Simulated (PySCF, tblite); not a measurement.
# C3H12OSi2: dynamics, then NMR shifts on frames, part 2 of 2

tblite 0.8.0 and PySCF 2.14.0. Atoms count from 0. The steps go on from the part before.

### Step 6. Nuclear shieldings: 800 fs, PBE0/pcSseg-1

What the job is given:

```
{"job": {"kind": "nmr", "xc": "PBE0", "basis": "pcSseg-1", "pop": false}, "charge": 0, "multiplicity": 1}
C      0.337900    -1.505500     1.546200
Si    -0.019800    -0.426000    -0.029100
C     -1.125200    -1.238300    -1.324100
C     -0.483300     1.294700     0.655000
O      1.559900    -0.241200    -0.551500
Si     3.093700    -0.108700    -0.163700
H      1.031100    -2.248600     1.198000
H     -0.597400    -1.959200     1.976700
H      0.927800    -0.891400     2.249900
H     -1.704700    -0.509500    -1.879800
H     -0.545200    -1.709400    -2.112800
H     -1.735100    -2.053200    -0.904400
H     -0.639400     2.005400    -0.161300
H     -1.461700     1.238700     1.072300
H      0.264100     1.690000     1.379000
H      3.406000    -0.015400     1.295100
H      3.348000     1.216800    -0.740600
H      3.635500    -1.215100    -0.837800
```

Method: GIAO PBE0/pcSseg-1 NMR shielding, non-relativistic, gas phase.

Standard output:

```text
coarse grid: 15032 points
cycle   1  E = -775.1079942924  dE =  2.867e-01  |g| = 8.920e-01  |ddm| = 3.647e+00
cycle   2  E = -774.9060747392  dE =  2.019e-01  |g| = 1.355e+00  |ddm| = 1.883e+00
cycle   3  E = -775.2591465693  dE = -3.531e-01  |g| = 1.690e-01  |ddm| = 1.364e+00
cycle   4  E = -775.2649164784  dE = -5.770e-03  |g| = 3.792e-02  |ddm| = 1.542e-01
cycle   5  E = -775.2652629407  dE = -3.465e-04  |g| = 5.307e-03  |ddm| = 3.130e-02
cycle   6  E = -775.2652688236  dE = -5.883e-06  |g| = 1.768e-03  |ddm| = 7.242e-03
final grid: 133152 points
cycle   7  E = -775.3094923169  dE = -1.641e-05  |g| = 1.071e-02  |ddm| = 2.092e-02
cycle   8  E = -775.3094697416  dE =  2.258e-05  |g| = 1.528e-02  |ddm| = 1.870e-02
cycle   9  E = -775.3095161213  dE = -4.638e-05  |g| = 1.577e-03  |ddm| = 1.151e-02
cycle  10  E = -775.3095166241  dE = -5.028e-07  |g| = 1.316e-04  |ddm| = 1.323e-03
cycle  11  E = -775.3095166272  dE = -3.090e-09  |g| = 4.079e-05  |ddm| = 1.427e-04
cycle  12  E = -775.3095166275  dE = -3.204e-10  |g| = 1.510e-05  |ddm| = 5.028e-05
converged SCF energy = -775.3095166275

GIAO shielding tensors (ppm)
atom      isotropic    diamagn.    paramagn.     s11        s22        s33       span
  0 C      176.123     258.170     -82.047    167.460    172.756    188.152     20.692
  1 Si     332.610     881.026    -548.416    305.891    344.898    347.041     41.150
  2 C      188.805     256.036     -67.231    176.543    187.175    202.697     26.154
  3 C      181.519     257.667     -76.148    169.925    181.015    193.618     23.692
  4 O      290.738     403.976    -113.238    220.310    299.477    352.427    132.117
  5 Si     394.047     881.766    -487.719    354.201    359.287    468.653    114.452
  6 H       31.789      33.028      -1.239     28.569     29.999     36.799      8.230
  7 H       30.529      30.531      -0.002     26.762     27.623     37.203     10.440
  8 H       30.613      33.300      -2.687     27.378     29.147     35.314      7.937
  9 H       31.298      31.769      -0.471     26.605     28.983     38.306     11.701
 10 H       31.245      31.060       0.186     26.735     28.932     38.070     11.335
 11 H       30.970      30.366       0.604     26.246     28.704     37.959     11.713
 12 H       31.203      32.852      -1.648     27.419     28.385     37.807     10.388
 13 H       32.250      33.395      -1.145     28.456     29.575     38.720     10.263
 14 H       30.653      32.567      -1.914     26.596     28.925     36.439      9.844
 15 H       26.224      29.995      -3.770     22.887     25.415     30.371      7.484
 16 H       26.289      30.007      -3.718     22.186     24.567     32.116      9.930
 17 H       26.997      30.337      -3.340     22.714     24.928     33.350     10.636
```

It took 21 s on 1 thread of Intel Xeon Platinum 8375C at 2.90GHz, shared host; peak memory 0.89 GiB.

Key values: δ C0 10.8, C3 5.4, C2 -1.9, Si1 16.5, H15 5.49, H16 5.43 ppm.

### Step 7. NMR shieldings: 1000 fs, PBE0/pcSseg-1

What the job is given:

```
{"job": {"kind": "nmr", "xc": "PBE0", "basis": "pcSseg-1", "pop": false}, "charge": 0, "multiplicity": 1}
C     -0.167600    -1.941600     1.315400
Si     0.243100    -0.465700     0.221400
C     -0.386700    -0.634200    -1.622800
C     -0.350500     1.175300     0.974800
O      1.841100    -0.327600    -0.043800
Si     3.253600     0.431100    -0.260600
H      0.337700    -2.792700     0.824200
H     -1.239700    -2.117600     1.196200
H      0.075800    -1.870700     2.344000
H      0.399000    -0.802900    -2.361200
H     -1.004300    -1.535200    -1.782500
H     -1.067100     0.162400    -1.979400
H     -0.421000     1.857700     0.201600
H     -1.370700     1.059000     1.378900
H      0.342200     1.502200     1.755200
H      3.912900     0.309500     1.027400
H      3.110400     1.874100    -0.618800
H      3.871200    -0.405000    -1.265300
```

With the program's defaults for keys left out, this is: GIAO PBE0/pcSseg-1 NMR shielding, non-relativistic, gas phase.

Standard output:

```text
coarse grid: 15032 points
cycle   1  E = -775.1197048030  dE =  2.926e-01  |g| = 8.859e-01  |ddm| = 3.651e+00
cycle   2  E = -774.9323648246  dE =  1.873e-01  |g| = 1.324e+00  |ddm| = 1.774e+00
cycle   3  E = -775.2686890656  dE = -3.363e-01  |g| = 1.691e-01  |ddm| = 1.268e+00
cycle   4  E = -775.2744785327  dE = -5.789e-03  |g| = 3.453e-02  |ddm| = 1.476e-01
cycle   5  E = -775.2747651599  dE = -2.866e-04  |g| = 5.087e-03  |ddm| = 2.862e-02
cycle   6  E = -775.2747710112  dE = -5.851e-06  |g| = 1.454e-03  |ddm| = 7.249e-03
final grid: 133152 points
cycle   7  E = -775.3196080614  dE = -1.732e-05  |g| = 1.088e-02  |ddm| = 1.969e-02
cycle   8  E = -775.3195864050  dE =  2.166e-05  |g| = 1.531e-02  |ddm| = 1.810e-02
cycle   9  E = -775.3196324496  dE = -4.604e-05  |g| = 1.619e-03  |ddm| = 1.098e-02
cycle  10  E = -775.3196329807  dE = -5.311e-07  |g| = 1.284e-04  |ddm| = 1.338e-03
cycle  11  E = -775.3196329836  dE = -2.902e-09  |g| = 3.832e-05  |ddm| = 1.362e-04
cycle  12  E = -775.3196329839  dE = -2.783e-10  |g| = 1.302e-05  |ddm| = 4.738e-05
converged SCF energy = -775.3196329839

GIAO shielding tensors (ppm)
atom      isotropic    diamagn.    paramagn.     s11        s22        s33       span
  0 C      184.402     257.318     -72.916    175.253    185.251    192.703     17.450
  1 Si     338.769     881.043    -542.274    305.152    352.357    358.797     53.645
  2 C      182.244     254.844     -72.600    164.777    181.428    200.526     35.749
  3 C      184.460     258.620     -74.160    174.890    184.107    194.384     19.494
  4 O      294.783     401.271    -106.487    221.771    321.143    341.436    119.665
  5 Si     395.014     880.282    -485.268    357.539    363.875    463.626    106.087
  6 H       30.943      30.164       0.779     26.821     28.895     37.112     10.292
  7 H       31.791      31.878      -0.088     27.891     29.349     38.132     10.241
  8 H       31.741      31.743      -0.001     27.578     29.103     38.542     10.963
  9 H       31.229      32.236      -1.007     26.686     29.412     37.588     10.902
 10 H       31.347      31.623      -0.276     27.143     29.139     37.760     10.616
 11 H       31.024      32.500      -1.476     26.830     28.740     37.503     10.673
 12 H       32.677      35.838      -3.161     28.550     30.930     38.552     10.001
 13 H       31.413      32.398      -0.985     27.498     28.914     37.827     10.329
 14 H       31.296      32.395      -1.098     27.432     29.000     37.457     10.025
 15 H       26.662      29.231      -2.569     22.816     24.994     32.176      9.361
 16 H       26.238      29.448      -3.210     22.878     25.000     30.834      7.956
 17 H       26.620      29.183      -2.563     22.609     24.958     32.294      9.685
```

Run time: 21 s. Hardware: 1 thread of Intel Xeon Platinum 8375C at 2.90GHz, shared host; peak memory 0.89 GiB.

This run: δ C2 4.7, C0 2.5, C3 2.5, Si1 10.4, H16 5.48, H17 5.10 ppm.

### Step 8. Run by run: NMR shifts

Shifts (ppm) of some atoms, chosen among heavy atoms and hydrogens apart, with basis size and wall time:

| frame | C0 | C2 | H11 | H12 | Si1 | Si5 | O4 | functions | time |
| --- | --- | --- | --- | --- | --- | --- | --- | --- | --- |
| 250 fs | 7.8 | 2.6 | 0.49 | 0.31 | 8.5 | -52.5 | 34.4 | 176 | 31 s |
| 425 fs | 2.0 | 6.3 | 1.13 | 0.78 | 12.3 | -42.3 | 48.0 | 176 | 22 s |
| 625 fs | 6.6 | 2.1 | 2.52 | 1.66 | 16.4 | -47.8 | 45.4 | 176 | 22 s |
| 800 fs | 10.8 | -1.9 | 0.75 | 0.51 | 16.5 | -44.9 | 45.3 | 176 | 21 s |
| 1000 fs | 2.5 | 4.7 | 0.69 | -0.96 | 10.4 | -45.9 | 41.3 | 176 | 21 s |

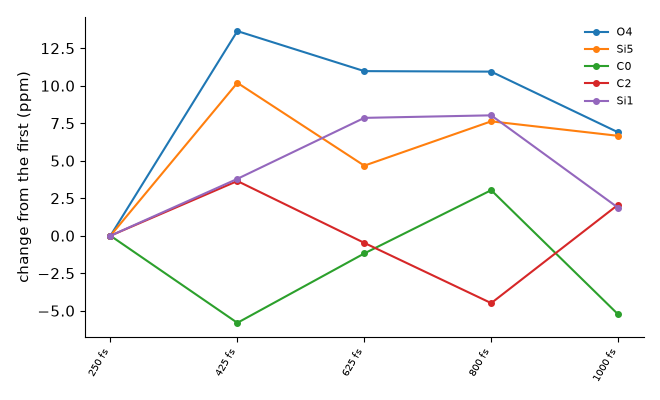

How five of the tabulated atoms move from run to run.

### Step 9. Outcome

The summary covers parts 1 to 2.

| quantity | value |
| --- | --- |
| thermostat | 300 K |
| mean temperature, second half | 296 K |
| mean potential energy above the minimum | 0.57 eV |
| ¹³C shifts against TMS (PBE0/pcSseg-1, 250 fs) | 7.8, 5.9, 2.6 ppm |
| ¹H shifts against TMS (PBE0/pcSseg-1, 250 fs) | 5.28, 5.11, 4.99, 1.53, 0.93, 0.58, 0.49, 0.42, 0.37, 0.31, 0.00, -0.07 ppm |
| ²⁹Si shifts against TMS (PBE0/pcSseg-1, 250 fs) | 8.5, -52.5 ppm |
| ¹⁷O shifts against H2O (PBE0/pcSseg-1, 250 fs) | 34.4 ppm |
| surface potential, least and greatest | -0.55 V and 1.04 V |
| range of the shift of O4 | 34.4 to 48.0 ppm |

What this shows: In the second half the potential energy averages 0.57 eV above the minimum; equipartition over 48 harmonic modes at 300 K would give 0.62 eV. With 18 atoms the temperature swings widely (172 to 434 K). Shifts at one fixed geometry are not the observed spectrum, which averages over the motion. In the first frame run (250 fs): The widest tensor belongs to Si5: span 120 ppm, with a paramagnetic part of -480 ppm. Across the 5 runs the shift of O4 moves most, between 34.4 (250 fs) and 48.0 ppm (425 fs).
